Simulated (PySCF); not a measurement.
# C3H3F: the cost of one run

The runs use PySCF 2.14.0, with density-fitted response routines of our own; the level of theory stands in each step. All values are computed, except where a source is named. Atoms are numbered from 0 throughout.

## Step 1: The molecule as given

7 atoms, charge 0, multiplicity 1; geometry from: PBE0-D3(BJ)/def2-SVP.

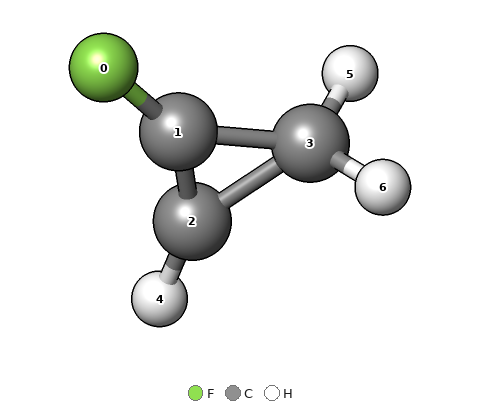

As it starts; fluorine green, carbon grey, hydrogen white, atoms numbered; sticks join atoms by distance.

## Step 2: NMR shieldings: HF/pcSseg-2

The job: settings as JSON, then the geometry in Å.

```
{"job": {"kind": "nmr", "xc": "HF", "basis": "pcSseg-2", "pop": false}, "charge": 0, "multiplicity": 1}
F     -0.512073     2.046432    -0.130295
C     -0.316875     0.758637    -0.057797
C     -0.812781    -0.430993    -0.033141
C      0.721768    -0.271719     0.043767
H     -1.620745    -1.154417    -0.041322
H      1.336619    -0.533080    -0.833466
H      1.234528    -0.453648     1.002905
```

Method: GIAO HF/pcSseg-2 NMR shielding, non-relativistic, gas phase.

Started as:

```
$ OMP_NUM_THREADS=1 python probes_run.py task.json out
```

The driver reads the jobs from task.json and runs them one after another.

Q: Estimate the wall time and peak memory of this first job on 1 thread of Arm Neoverse N1, shared host.

About 9.5 s, with a peak of 0.77 GiB.
